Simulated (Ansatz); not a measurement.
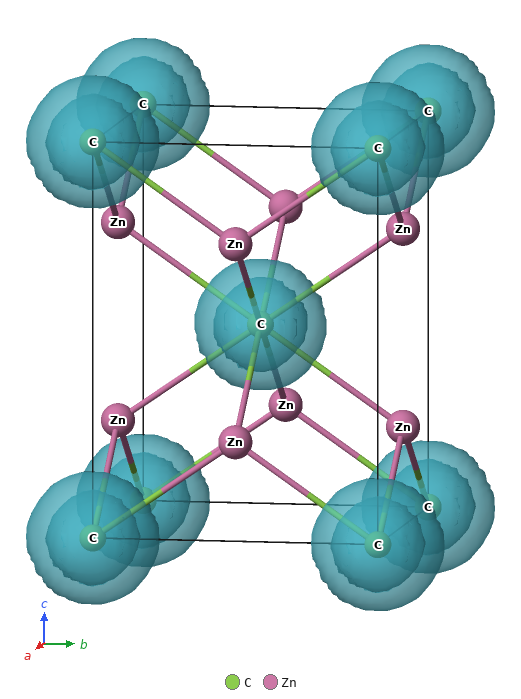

Figure 1: Zn$_{2}$C. Isosurface of the ELF at 0.75 (cyan), seen slightly off an axis. Only the valence region is drawn (cores and ρ < 0.01 e/Å³ removed). Sticks mark near contacts.

Space group I4/mmm; started from the antifluorite prototype, which need not be the ambient phase; changed on purpose from its base cell (biaxial xy strain +2.5%); computed pressure about −6 GPa in this cell.

Level of theory: Ansatz 0.2.0, DFT, r2SCAN, plane waves, PAW.

In a PAW calculation such maps are meaningful between the atoms, not at the nuclei.

> Describe the localisation domains.

At this value the surface marks out two regions wrapped around C (the valence shell of each), counted in one cell of 6 atoms. Any copies at cell faces, edges or corners count once. Along the contacts the grid gives the following. Zn–C (2.27 Å): the ELF peaks at about 0.80 in the valence shell of C, 0.7 Å from its nucleus, and is about 0.35 at the midpoint.
